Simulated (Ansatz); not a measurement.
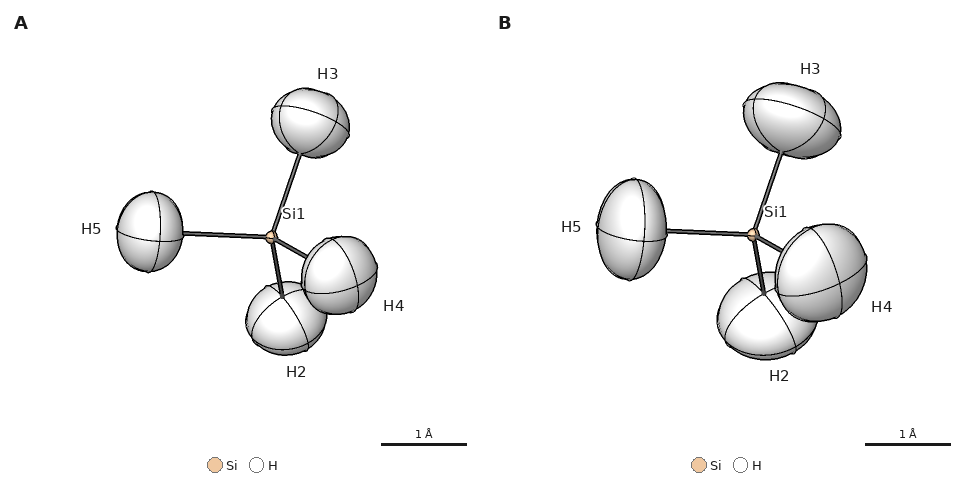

Displacement ellipsoids at the 50 % level, scaled by 3, from the internal vibrations of the free molecule (harmonic, no overall translation or rotation; no half-axis is drawn under 0.075 Å). Vibrations computed with RKS PBE0-D4/def2-TZVP (Ansatz 0.2.0). One panel is for 200 K, the other for 900 K.

### Which panel is for 900 K?

B.

### How much does the mean-square displacement of H5 grow, and why?

U_eq goes from 0.0095 to 0.0138 Å², a factor of 1.4. The lowest modes (from 907 cm⁻¹) begin to be excited.
